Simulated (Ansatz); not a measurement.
# Tc of LuH2 (Fm-3m) from its phonons, part 2 of 2

Aim: the phonon-mediated transition temperature of LuH2 (Fm-3m) at ambient pressure, over a range of μ*. The cell shown first is a relaxed one, from steps not shown here.

Ansatz 0.2.0; DFT PBEsol, scalar-relativistic, plane waves, PAW; PAW set soft_1.

So far, log mean phonon energy ħω_log (meV): step 2 (electron–phonon run: q 3×3×3, k 9×9×9, scattering 16×16×16) 24.8; step 3 (k-mesh 12×12×12, scattering mesh 20×20×20, q mesh 4×4×4) 25.1.

**4. Electron–phonon run: q 4×4×4, k 20×20×20, scattering 24×24×24**

The next rung changes the k mesh of the density and its response; the scattering mesh, which samples the Fermi surface.

input.yaml

```yaml
crystal:
  lattice:
    - [0.0, 2.4790228079, 2.4790228079]
    - [2.4790228079, 0.0, 2.4790228079]
    - [2.4790228079, 2.4790228079, 0.0]
  atoms:
    - { symbol: Lu, position: [0.0, 0.0, 0.0] }
    - { symbol: H, position: [0.25, 0.25, 0.25] }
    - { symbol: H, position: [0.75, 0.75, 0.75] }
kpoints:
  mp_grid: { grid: [20, 20, 20] }
hamiltonian:
  xc: pbesol
  pseudopotentials: { kind: paw, azcp: { folder: soft_1 }, xc_functional: pbe }
scf:
  occupations: { method: methfessel_paxton, width: 0.2 }
output:
  eigenvalues: true
phonons:
  method: dfpt
  qmesh: [4, 4, 4]
  temperatures: { t_max: 1000, t_step: 50 }
  qpath:
    path:
      - [[0.0, 0.0, 0.0], [0.5, 0.0, 0.5], [0.625, 0.25, 0.625]]
      - [[0.375, 0.375, 0.75], [0.0, 0.0, 0.0], [0.5, 0.5, 0.5], [0.5, 0.25, 0.75], [0.5, 0.0, 0.5]]
    npoints: 6
  electrical_resistivity:
    mesh: [24, 24, 24]
    temperatures: [20.0, 50.0, 80.0, 100.0, 150.0, 200.0, 273.0, 300.0, 400.0, 500.0, 600.0, 800.0]
  superconductivity: { mesh: [24, 24, 24] }
```

Run with:

```console
$ ansatz run input.yaml --threads 16 --pin off --max-ram 92160MiB --backend cuda --events-out ev --progress --plain --runs-dir out --max-vram 78GiB
```

Numbers of over 12 decimals in the logs are rounded to 6 here.

What it wrote:

```text
[...]
Crystal: 3 atoms, lattice volume = 30.470 Å³
Basis set: ecut = 420 eV, 609 PW (Γ), exchange–correlation on 48×48×48 points (8 copies of the dense FFT grid, shifted against one another)
Bands: 18, of which v1, the nominal top of the filled ones, is band 14 counted from 1 (13 counted from 0)
Symmetry: 48 space group operations
k-points: 256 of 8000
[...]
SCF iter   1: F=—  HF=-14646.326599 eV  |F-HF|=—  |Δ(HF+E_count)|=         —  Δρ=9.14e-2  dr2=2.08e0  ethr=3.10e-3  ⟨swp⟩=5.1  Hψ=27596  notcnv=0
[...]
SCF iter   2: F=—  HF=-14645.852409 eV  |F-HF|=—  |Δ(HF+E_count)|=   4.74e-1  S|Δr|=    0.00e0  Δρ=3.96e-2  dr2=4.54e-1  ethr=3.10e-3  ⟨swp⟩=3.5  Hψ=13286  notcnv=0  defer=32
[...]
SCF iter  11: F=-14645.568163 eV  HF=-14645.568163 eV  |F-HF|=1.82e-12  |Δ(HF+E_count)|=  1.16e-10  S|Δr|=    0.00e0  Δρ=2.49e-7  dr2=9.12e-12  ethr=1.00e-12  ⟨swp⟩=11.4  Hψ=51327  notcnv=0
SCF 1 converged in 11 iterations: F = -14645.568163 eV  dr2 = 9.12e-12
[...]
SCF 2 converged in 11 iterations: F = -14645.568163 eV  dr2 = 9.14e-12
[...]
SCF converged after 11 iterations
[...]
not converged in the mesh (λ_tr; the resistivity at 20 K by 3.26 %): between neighbouring meshes, the two finest first, λ moves by 0.55 % and 3.11 %, λ_tr by 1.08 % and 4.53 % and the resistivity by up to 3.26 % and 3.62 %; an estimate, no bound, puts it up to 7.9e-7 % above the Boltzmann equation's exact value after up to 5 iterations (at most 30 are made, fewer where the estimate is under 1.0e-6 % of each spin channel's own resistivity)
  vibrations of 64 cells: unjudged by the run; compare a larger repeat
[...]
--- Superconductivity: potentials and phonons of a 4×4×4 supercell ---
           mesh         λ    ħω_log (meV)  μ* declared at (meV)
       24×24×24    0.2637          25.085               70.744
       12×12×12    0.2623          25.153               70.959
          6×6×6    0.2541          25.648               71.991
  λ by the species' shares of the modes' patterns: Lu 0.1958, H 0.0679
[...]
0.08      0.110         0.111    none_found    none_found         0.125         0.126          0.125
      0.10      0.032         0.033    none_found    none_found    none_found    none_found     none_found
      0.12      0.006         0.006    none_found    none_found    none_found    none_found     none_found
      0.13      0.002         0.002    none_found    none_found    none_found    none_found     none_found
      0.14      0.001         0.001    none_found    none_found    none_found    none_found     none_found
      0.16      0.000         0.000    none_found    none_found    none_found    none_found     none_found
      0.20      0.000         0.000    none_found    none_found    none_found    none_found     none_found
  none_found: no transition down to 0.1 K
[...]
vibrations of 64 cells: unjudged by the run; compare a larger repeat
[...]
```

The job ended after 45 s (1 × NVIDIA GB200 with 16 threads of Arm Neoverse V2, shared host; peak memory 4.2 GiB; 5.2 min of CPU time).

Numbers from this step:

```
zero-point energy                                 : 0.4271 eV/cell
highest frequency, solved or plainly interpolated : 1208 cm⁻¹
resistivity at 300 K                              : 11.58 μΩ cm
coupling constant λ                               : 0.2637
density of states at the Fermi level              : 0.2869 states/eV a spin and cell
log mean phonon energy ħω_log                     : 25.08 meV
transport coupling constant λ_tr                  : 0.3423, 0.3423, 0.3423 (xx, yy, zz)
Drude plasma energy                               : 5.128, 5.128, 5.128 eV (xx, yy, zz)
resistivity times mean free path                  : 13.76, 13.76, 13.76 × 10⁻¹⁶ Ω m² (xx, yy, zz)
second-moment phonon energy ħω₂                   : 70.74 meV
```

An empty cell: under 1 mK by a formula, or no transition down to the floor of the Eliashberg search. Transition temperatures:

```csv
μ*,McMillan Tc (K),Allen–Dynes Tc (K),anisotropic Fermi-surface Tc (K),anisotropic full bandwidth Tc (K),anisotropic narrow window Tc (K)
0.08,0.11,0.111,0.125,0.126,0.125
0.1,0.0325,0.0328,-,-,-
0.12,0.0061,0.00615,-,-,-
0.13,0.00204,0.00205,-,-,-
0.14,-,-,-,-,-
0.16,-,-,-,-,-
0.2,-,-,-,-,-
```

The Eliashberg function α²F has structure finer than the step of the table below, so its rows give means over 5 meV, whole bins alone (the curve runs from 0.584 to 149 meV). Peaks (meV: height): α²F 12.3: 0.157, 15.8: 0.499, 130.3: 0.222, 139.6: 0.462, 144.3: 0.270; α²F tr 15.8: 0.744, 129.1: 0.347, 139.6: 0.678, 144.3: 0.275.

Eliashberg function α²F against phonon energy; means over each step:

```csv
phonon energy (meV),α²F,α²F tr
5,0.00102,1.4e-4
10,0.0531,0.0652
15,0.214,0.295
20,0.0107,0.0166
25,0,0
30,0,0
35,0,0
40,0,0
45,0,0
50,0,0
55,0,0
60,0,0
65,0,0
70,0,0
75,0,0
80,0,0
85,0,0
90,0,0
95,0,0
100,0,0
105,0,0
110,0,0
115,0,0
120,1.7e-5,0
125,0.0472,0.0632
130,0.200,0.310
135,0.131,0.149
140,0.301,0.398
145,0.207,0.189
```

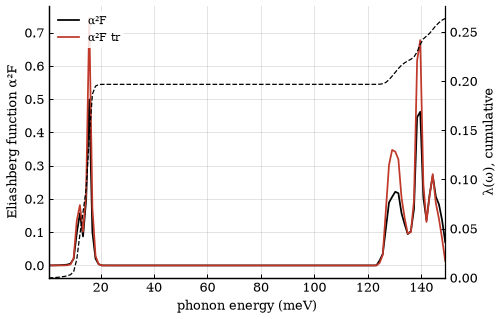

Eliashberg function α²F, plotted against phonon energy. The dashed line is the running λ.

The Eliashberg function α²F has structure finer than the step of the table below, so its rows give means over 5 meV, whole bins alone (the curve runs from 0.584 to 149 meV). Peaks (meV: height): α²F 12.3: 0.157, 15.8: 0.499, 130.3: 0.222, 139.6: 0.462, 144.3: 0.270; Lu 12.3: 0.157, 15.8: 0.498; H 130.3: 0.221, 139.6: 0.462, 144.3: 0.270.

The Eliashberg function α²F by phonon energy; means over each step:

```csv
phonon energy (meV),α²F,Lu,H
5,0.00102,9.9e-4,0
10,0.0531,0.0529,2.1e-4
15,0.214,0.214,4.2e-4
20,0.0107,0.0107,6.1e-6
25,0,0,0
30,0,0,0
35,0,0,0
40,0,0,0
45,0,0,0
50,0,0,0
55,0,0,0
60,0,0,0
65,0,0,0
70,0,0,0
75,0,0,0
80,0,0,0
85,0,0,0
90,0,0,0
95,0,0,0
100,0,0,0
105,0,0,0
110,0,0,0
115,0,0,0
120,1.7e-5,0,1.7e-5
125,0.0472,1.9e-4,0.0470
130,0.200,4.9e-4,0.200
135,0.131,1.9e-4,0.131
140,0.301,2.3e-4,0.301
145,0.207,4.1e-5,0.207
```

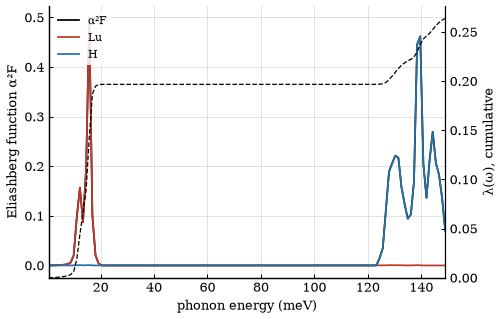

Eliashberg function α²F against phonon energy. The dashed line is the running λ.

**5. Summary of results**

```
meshes                        : q 4×4×4, k 20×20×20, scattering 24×24×24
coupling constant λ           : 0.264
log mean phonon energy ħω_log : 25.1 meV
Allen–Dynes Tc at μ* = 0.1    : 0.0328 K
Allen–Dynes Tc at μ* = 0.13   : 0.00205 K
```

**Reading.** In the last run (PBEsol, q 4×4×4, k 20×20×20, scattering 24×24×24), with λ = 0.26 and ħω_log = 25.1 meV, Tc at μ* = 0.13 is 0.0020 K by McMillan's formula and 0.0021 K by Allen and Dynes's. In that run Allen and Dynes's formula gives no transition above 0.05 K at μ* = 0.10 or more. The run's transport test calls it not converged in the mesh. Over the runs, λ takes the values 0.270, 0.265 and 0.264, in the order shown. μ* is a typed number, phonons are harmonic, and spin fluctuations are left out; at μ* = 0.13 McMillan's formula turns 1 % in λ into about 23 % in Tc.

[Logs are printed without paths, hosts, clocks, repeated set-up lines and the standing remarks that a program may print on its own settings, such as how far it seeks lower states.]

[Hosts, paths, dates, database ids (printed as entryN), source tags and the programs' standing remarks are cut or masked in the printed files.]
